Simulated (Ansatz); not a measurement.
Input

```
crystal:
  periodic: [false, false, false]
  atoms:
    - {symbol: Ni, position_ang: [0.126947, 0.361590, -0.501637]}
    - {symbol: Ni, position_ang: [-1.224001, 0.384170, 1.279662]}
    - {symbol: H, position_ang: [1.097063, -0.745749, -0.778025]}
basis:
  gaussian: {orbitals: def2-TZVP, initial_orbitals: start.molden}
magnetization: {spin_polarized: true, initial_magnetization: 3}
hamiltonian: {xc: pbe0, dispersion: d4}
output: {orbitals: {seedname: orbitals}}
```

Run with:

```sh
ansatz run in.yaml --threads 4 --pin off --events-out ev --progress --plain --max-ram 3916MiB
```

Geometry: r2SCAN-D4/def2-TZVP.

Method: UKS PBE0-D4/def2-TZVP in Ansatz.

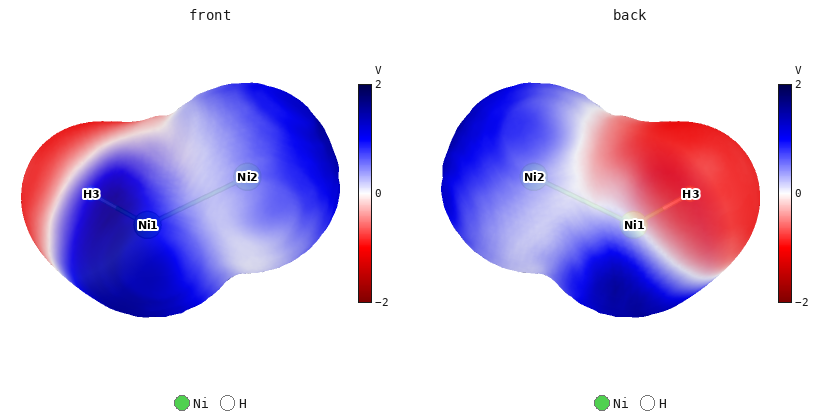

HNi$_{2}$ (quartet). The electrostatic potential painted on the density surface at 0.002 e/bohr³, seen from the front and from behind; red is negative and blue positive.

Describe the electrostatic potential map.

The most negative region (about −0.9 V) lies over H3, the most positive (about +1.5 V) over Ni1.
